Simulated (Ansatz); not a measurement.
**WHO (sextet): wave-function methods side by side at a displaced geometry (v2), def2-SVP**

How much of the correlation energy of WHO (sextet) does each wave-function method recover here?

Method: def2-SVP, core rule «outside noble gas», up to 5 orbitals frozen; program: Ansatz 0.2.0, Gaussian basis.

Plan: UHF; CCSD(T) on ROHF; CCSD(T) on UHF; CISD; CCSDT(Q) on ROHF; CCSDT(Q) on UHF.

31 further runs of the same task are left out: 6 for a known fault of the program, 10 that didn't finish, 15 set aside as unsound or not needed.

### 1 The geometry

The geometry is a PBE0/def2-TZVP stationary point (not a proven minimum) with its atoms shifted at random (size 0.100 Å). No spin-orbit coupling is included. Elements past krypton take def2 core potentials.

3 atoms, charge 0, spin multiplicity 6.

Atoms are counted from 1 here; the program's logs count them from 0.

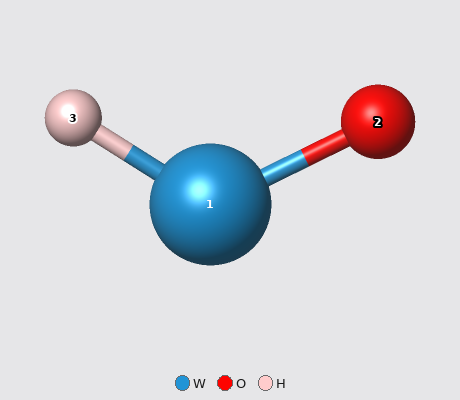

The structure; tungsten blue, oxygen red, hydrogen pink; atoms are numbered from 1 in the order of the file.

As a file:

```
W     0.01358   -0.01681    0.15084
O    -0.15130    0.10669   -1.80523
H    -0.07468    1.37182    1.14348
```

In the tables R marks a restricted open-shell determinant and U an unrestricted one; energies count from the table's Hartree-Fock row.

### 2 UHF

The input, in.yaml:

```yaml
crystal:
  periodic: [false, false, false]
  atoms:
    - {symbol: W, position_ang: [0.013577, -0.016807, 0.150838]}
    - {symbol: O, position_ang: [-0.151297, 0.106693, -1.805227]}
    - {symbol: H, position_ang: [-0.074677, 1.371815, 1.143483]}
basis:
  gaussian: {orbitals: def2-SVP}
magnetization: {spin_polarized: true, initial_magnetization: 5}
hamiltonian: {xc: hf}
output: {orbitals: {seedname: orbitals}}
```

Run with:

```sh
> ansatz run in.yaml --threads 1 --pin off --events-out ev --progress --plain --max-ram 2393MiB
```

The program printed:

```text
Functional definition: HF
  name "HF"
  cite "Fock, Z. Phys. 61, 126 (1930) doi:10.1007/BF01340294"
  parent pbe
  exchange = exact_x
  correlation = 0
498 factors; integrals over basis functions are off by at most 9.4e-4 eV
mean field evaluation 1: about -3853.1016 eV, gradient 1.3e1 eV
mean field evaluation 2: about -3853.2458 eV, gradient 1.3e1 eV
mean field evaluation 4: about -3855.0495 eV, gradient 3.6e0 eV
mean field evaluation 8: about -3855.3246 eV, gradient 5.5e-1 eV
mean field evaluation 16: about -3855.3564 eV, gradient 1.5e-5 eV
mean field evaluation 32: about -3855.4581 eV, gradient 3.9e-2 eV
mean field evaluation 64: about -3855.4155 eV, gradient 1.1e-1 eV
mean field evaluation 96: about -3854.5578 eV, gradient 7.9e-1 eV
mean field evaluation 128: about -3855.3469 eV, gradient 2.0e-1 eV
mean field evaluation 160: about -3855.3337 eV, gradient 3.5e-1 eV
mean field evaluation 192: about -3842.9893 eV, gradient 2.5e1 eV
mean field evaluation 224: about -3836.1380 eV, gradient 3.2e1 eV
mean field evaluation 256: about -3854.1637 eV, gradient 8.0e-2 eV
mean field -3855.45813950 eV, -141.6854733031 hartree, gradient 4.3e-6 eV, S^2 8.782234; 6 other end points of the search recorded, 0 dependent functions left out
reference -3855.45813950 eV, -141.6854733031 hartree; 14, 9 occupied and 37, 42 virtual orbitals, 498 factors
Total energy: -3855.45813950 eV, -141.6854733031 hartree
```

Wall time 1.8 s (1 thread of Arm Neoverse V1, shared host).

From the report: ⟨S²⟩ of the determinant 8.782 (pure sextet: 8.75).

### 3 CCSD(T) on ROHF

in.yaml, as its differences from that of step 2:

```diff
@@ -8,4 +8,4 @@
   gaussian: {orbitals: def2-SVP}
-magnetization: {spin_polarized: true, initial_magnetization: 5}
-hamiltonian: {xc: hf}
-output: {orbitals: {seedname: orbitals}}
+magnetization: {spin_polarized: false, initial_magnetization: 5}
+correlation: {method: ccsd_t, electrons: outside_noble_gas}
+output: {forces: true}
```

Launched as before.

The program printed, shortened:

```text
Functional definition: HF
  name "HF"
  cite "Fock, Z. Phys. 61, 126 (1930) doi:10.1007/BF01340294"
  parent pbe
[...]
498 factors; integrals over basis functions are off by at most 9.4e-4 eV
[...]
mean field -3855.18514241 eV, -141.6754408453 hartree, gradient 6.9e-7 eV, S^2 8.750000; 18 other end points of the search recorded, 0 dependent functions left out
[...]
determinant -3855.18514241 eV, -141.6754408453 hartree, with singles and doubles -3862.40898812 eV, -141.9409122785 hartree
determinant -3855.08385915 eV, -141.6717187540 hartree, with singles and doubles -3862.33963212 eV, -141.9383634927 hartree
determinant -3854.14821655 eV, -141.6373345227 hartree, with singles and doubles -3861.39695412 eV, -141.9037207152 hartree
determinant -3853.86879943 eV, -141.6270661330 hartree, with singles and doubles -3861.16914189 eV, -141.8953487699 hartree
[...]
5 core orbitals not correlated: weight in the atoms' cores, before any rotation towards them, 0.994 or more for the frozen orbitals, at most 0.005 for the correlated occupied ones
reference -3855.18514241 eV, -141.6754408453 hartree; 9, 4 occupied and 37, 42 virtual orbitals, 498 factors
second order -6.43380508 eV of doubles, -0.09369080 eV of singles
cycle   1  -7.23027037 eV  change    7.8e-7 eV  update   3.5e-6
[...]
cycle  10  -7.23026721 eV  change    6.4e-9 eV  update   3.8e-8
perturbative correction -0.19967017 eV, -0.0073377434 hartree
[...]
Total energy: -3862.61507979 eV, -141.9484860077 hartree
Atom 0 at     0.013577    -0.016807     0.150838 Å, force     0.065791    -0.257384     0.459590 eV/Å
Atom 1 at    -0.151297     0.106693    -1.805227 Å, force    -0.054595    -0.005550    -0.719340 eV/Å
Atom 2 at    -0.074677     1.371815     1.143483 Å, force    -0.011196     0.262934     0.259751 eV/Å
Dipole moment:     0.066102    -0.355955     0.311619 e Å
```

Wall time 24 s (1 thread of Arm Neoverse V1, shared host).

From the report: correlation -7.4299 eV; T1 0.032; largest double amplitude 0.04.

### 4 CCSD(T) on UHF

in.yaml, as its differences from that of step 3:

```diff
@@ -8,3 +8,3 @@
   gaussian: {orbitals: def2-SVP}
-magnetization: {spin_polarized: false, initial_magnetization: 5}
+magnetization: {spin_polarized: true, initial_magnetization: 5}
 correlation: {method: ccsd_t, electrons: outside_noble_gas}
```

Launched as before.

The program printed, shortened:

```text
Functional definition: HF
  name "HF"
  cite "Fock, Z. Phys. 61, 126 (1930) doi:10.1007/BF01340294"
  parent pbe
[...]
498 factors; integrals over basis functions are off by at most 9.4e-4 eV
[...]
mean field -3855.45813950 eV, -141.6854733031 hartree, gradient 1.8e-6 eV, S^2 8.782234; 27 other end points of the search recorded, 0 dependent functions left out
determinant -3855.45813950 eV, -141.6854733031 hartree, with singles and doubles -3862.50212571 eV, -141.9443350217 hartree
determinant -3855.35638736 eV, -141.6817339809 hartree, with singles and doubles -3862.42882056 eV, -141.9416411073 hartree
determinant -3854.45198418 eV, -141.6484977772 hartree, with singles and doubles -3861.48561842 eV, -141.9069790680 hartree
determinant -3854.16390408 eV, -141.6379110289 hartree, with singles and doubles -3861.24826876 eV, -141.8982566289 hartree
[...]
5 core orbitals not correlated: weight in the atoms' cores, before any rotation towards them, 0.994 or more for the frozen orbitals, at most 0.005 for the correlated occupied ones
reference -3855.45813950 eV, -141.6854733031 hartree; 9, 4 occupied and 37, 42 virtual orbitals, 498 factors
second order -6.35687941 eV of doubles, -0.00000000 eV of singles
cycle   1  -7.05053928 eV  change    9.8e-7 eV  update   2.8e-6
[...]
cycle  10  -7.05053685 eV  change   9.1e-10 eV  update   3.1e-8
perturbative correction -0.19657497 eV, -0.0072239967 hartree
[...]
Total energy: -3862.70525132 eV, -141.9517997503 hartree
Atom 0 at     0.013577    -0.016807     0.150838 Å, force     0.065792    -0.250578     0.470107 eV/Å
Atom 1 at    -0.151297     0.106693    -1.805227 Å, force    -0.055178    -0.007312    -0.729652 eV/Å
Atom 2 at    -0.074677     1.371815     1.143483 Å, force    -0.010615     0.257890     0.259545 eV/Å
Dipole moment:     0.066969    -0.361004     0.315113 e Å
```

Wall time 29 s (1 thread of Arm Neoverse V1, shared host).

From the report: ⟨S²⟩ of the determinant 8.782 (pure sextet: 8.75); correlation -7.2471 eV; T1 0.028; largest double amplitude 0.04.

### 5 CISD

The input, in.yaml:

```yaml
crystal:
  periodic: [false, false, false]
  atoms:
    - {symbol: W, position_ang: [0.013577, -0.016807, 0.150838]}
    - {symbol: O, position_ang: [-0.151297, 0.106693, -1.805227]}
    - {symbol: H, position_ang: [-0.074677, 1.371815, 1.143483]}
basis:
  gaussian: {orbitals: def2-SVP}
magnetization: {spin_polarized: false, initial_magnetization: 5}
correlation: {active_space: {ras: {orbitals: [4, 5, 37], electrons: 13, max_holes: 2, max_particles: 2}, fixed_orbitals: true}}
```

The command is unchanged.

The program printed, shortened:

```text
Functional definition: HF
  name "HF"
  cite "Fock, Z. Phys. 61, 126 (1930) doi:10.1007/BF01340294"
  parent pbe
[...]
498 factors; integrals over basis functions are off by at most 9.4e-4 eV
[...]
mean field -3855.18514241 eV, -141.6754408453 hartree, gradient 6.9e-7 eV, S^2 8.750000; 10 other end points of the search recorded, 0 dependent functions left out
reference -3855.18514241 eV, -141.6754408453 hartree; 14, 9 occupied and 37, 42 virtual orbitals, 498 factors
state -3861.88685347 eV, -141.9217241840 hartree
Total energy: -3861.88685347 eV, -141.9217241840 hartree
```

It took 45 s on 1 thread of Arm Neoverse V1, shared host.

From the report: 555,182 determinants.

### 6 CCSDT(Q) on ROHF

in.yaml, as its differences from that of step 5:

```diff
@@ -9,2 +9,2 @@
 magnetization: {spin_polarized: false, initial_magnetization: 5}
-correlation: {active_space: {ras: {orbitals: [4, 5, 37], electrons: 13, max_holes: 2, max_particles: 2}, fixed_orbitals: true}}
+correlation: {method: ccsdt_q, electrons: outside_noble_gas}
```

Launched as before.

The program printed, shortened:

```text
Functional definition: HF
  name "HF"
  cite "Fock, Z. Phys. 61, 126 (1930) doi:10.1007/BF01340294"
  parent pbe
[...]
925 factors; integrals over basis functions are off by at most 2.0e-7 eV
[...]
mean field -3855.18524696 eV, -141.6754446875 hartree, gradient 6.9e-7 eV, S^2 8.750000; 18 other end points of the search recorded, 0 dependent functions left out
[...]
determinant -3855.18524696 eV, -141.6754446875 hartree, with singles and doubles -3862.40909212 eV, -141.9409161006 hartree
determinant -3855.08396733 eV, -141.6717227294 hartree, with singles and doubles -3862.33973773 eV, -141.9383673739 hartree
determinant -3854.14833033 eV, -141.6373387040 hartree, with singles and doubles -3861.39706916 eV, -141.9037249427 hartree
determinant -3853.86891784 eV, -141.6270704844 hartree, with singles and doubles -3861.16925691 eV, -141.8953529969 hartree
[...]
determinant -3851.99349421 eV, -141.5581499373 hartree, with singles and doubles -3859.11585511 eV, -141.8198918725 hartree
determinant -3855.18524696 eV, -141.6754446875 hartree, with singles and doubles -3862.41551730 eV, -141.9411522217 hartree
determinant -3855.08396733 eV, -141.6717227294 hartree, with singles and doubles -3862.34950874 eV, -141.9387264515 hartree
[...]
5 core orbitals not correlated: weight in the atoms' cores, before any rotation towards them, 0.994 or more for the frozen orbitals, at most 0.005 for the correlated occupied ones
reference -3855.18524696 eV, -141.6754446875 hartree; 9, 4 occupied and 37, 42 virtual orbitals, 925 factors
second order -6.43382452 eV of doubles, -0.09369002 eV of singles
cycle   1  -6.86726655 eV  change   -3.4e-1 eV  update   1.1e-1
[...]
cycle  40  -7.47026291 eV  change    3.8e-7 eV  update   7.0e-7
perturbative correction -0.01207819 eV, -0.0004438653 hartree
Total energy: -3862.66758806 eV, -141.9504156510 hartree
```

Run time: 1.9 min. Hardware: 1 thread of Arm Neoverse V1, shared host; peak memory 0.82 GiB.

From the report: correlation -7.4823 eV; T1 0.032; largest double amplitude 0.06.

### 7 CCSDT(Q) on UHF

in.yaml, as its differences from that of step 6:

```diff
@@ -8,3 +8,3 @@
   gaussian: {orbitals: def2-SVP}
-magnetization: {spin_polarized: false, initial_magnetization: 5}
+magnetization: {spin_polarized: true, initial_magnetization: 5}
 correlation: {method: ccsdt_q, electrons: outside_noble_gas}
```

Same command.

The program printed, shortened:

```text
Functional definition: HF
  name "HF"
  cite "Fock, Z. Phys. 61, 126 (1930) doi:10.1007/BF01340294"
  parent pbe
[...]
925 factors; integrals over basis functions are off by at most 2.0e-7 eV
[...]
mean field -3855.45824298 eV, -141.6854771061 hartree, gradient 1.8e-6 eV, S^2 8.782234; 27 other end points of the search recorded, 0 dependent functions left out
determinant -3855.45824298 eV, -141.6854771061 hartree, with singles and doubles -3862.50222956 eV, -141.9443388383 hartree
determinant -3855.35649430 eV, -141.6817379111 hartree, with singles and doubles -3862.42892660 eV, -141.9416450044 hartree
determinant -3854.45209808 eV, -141.6485019631 hartree, with singles and doubles -3861.48573352 eV, -141.9069832980 hartree
determinant -3854.16402055 eV, -141.6379153090 hartree, with singles and doubles -3861.24838401 eV, -141.8982608643 hartree
[...]
determinant -3852.30294467 eV, -141.5695220319 hartree, with singles and doubles -3859.22689492 eV, -141.8239725103 hartree
determinant -3855.45824298 eV, -141.6854771061 hartree, with singles and doubles -3862.50878382 eV, -141.9445797028 hartree
determinant -3855.35649430 eV, -141.6817379111 hartree, with singles and doubles -3862.44039097 eV, -141.9420663121 hartree
5 core orbitals not correlated: weight in the atoms' cores, before any rotation towards them, 0.994 or more for the frozen orbitals, at most 0.005 for the correlated occupied ones
reference -3855.45824298 eV, -141.6854771061 hartree; 9, 4 occupied and 37, 42 virtual orbitals, 925 factors
second order -6.35689784 eV of doubles, -0.00000000 eV of singles
cycle   1  -6.69210294 eV  change   -3.4e-1 eV  update   1.1e-1
[...]
cycle  40  -7.28746172 eV  change    6.1e-7 eV  update   8.7e-7
perturbative correction -0.01864835 eV, -0.0006853141 hartree
Total energy: -3862.76435305 eV, -141.9539716988 hartree
```

Run time: 1.9 min. Hardware: 1 thread of Arm Neoverse V1, shared host; peak memory 0.64 GiB.

From the report: ⟨S²⟩ of the determinant 8.782 (pure sextet: 8.75); correlation -7.3061 eV; T1 0.029; largest double amplitude 0.06.

### 8 All levels against the top one

No level here is safe as a reference; RCCSDT(Q) serves as a yardstick only. Rows without a time come out of other runs: HF, MP2 and CCSD of CCSD(T), CCSDT of CCSDT(Q). The times of RCCSD(T), UCCSD(T) include forces.

Differences are taken before rounding.

```csv
method,energy from the lowest RHF (kJ/mol),from RCCSDT(Q) (kJ/mol),time
RHF,0.0,+721.9,
UHF,-26.3,+695.6,
RMP2,-629.8,+92.1,
UMP2,-639.7,+82.3,
RCCSD,-697.6,+24.3,
UCCSD,-706.6,+15.3,
RCCSD(T),-716.9,+5.1,24 s
UCCSD(T),-725.6,-3.6,29 s
RCCSDT,-720.8,+1.2,
UCCSDT,-729.5,-7.5,
RCCSDT(Q),-721.9,0,1.9 min
UCCSDT(Q),-731.3,-9.3,1.9 min
```

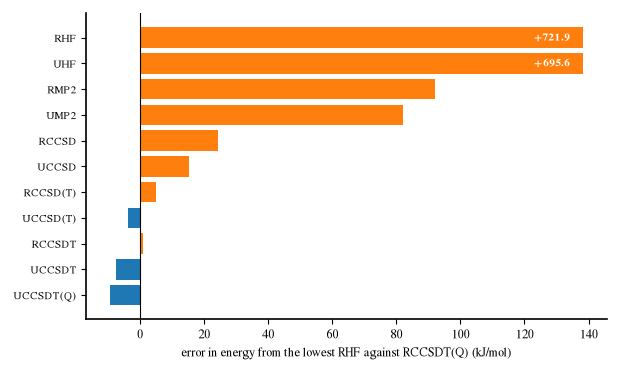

How far each level lands from RCCSDT(Q). Bars with a number in them are cut short.

Not comparable, so not listed: CISD (they don't share determinant, frozen orbitals or solution with the rows shown, or repeat one).

### 9 Outcome

```
                      quantity         value
RCCSDT(Q) below the RHF energy    -7.4824 eV
           RMP2 from RCCSDT(Q)  +92.1 kJ/mol
           UMP2 from RCCSDT(Q)  +82.3 kJ/mol
          RCCSD from RCCSDT(Q)  +24.3 kJ/mol
       RCCSD(T) from RCCSDT(Q)   +5.1 kJ/mol
       UCCSD(T) from RCCSDT(Q)   -3.6 kJ/mol
      UCCSDT(Q) from RCCSDT(Q)   -9.3 kJ/mol
                 T1 diagnostic         0.032
```

**Reading.** RCCSD(T) lands +5.1 kJ/mol from the yardstick (0.7 % of the correlation energy). CCSD(T) misses by +5.1 kJ/mol on the restricted determinant and by -3.6 kJ/mol on the unrestricted one; the two need not hold the same state or core.
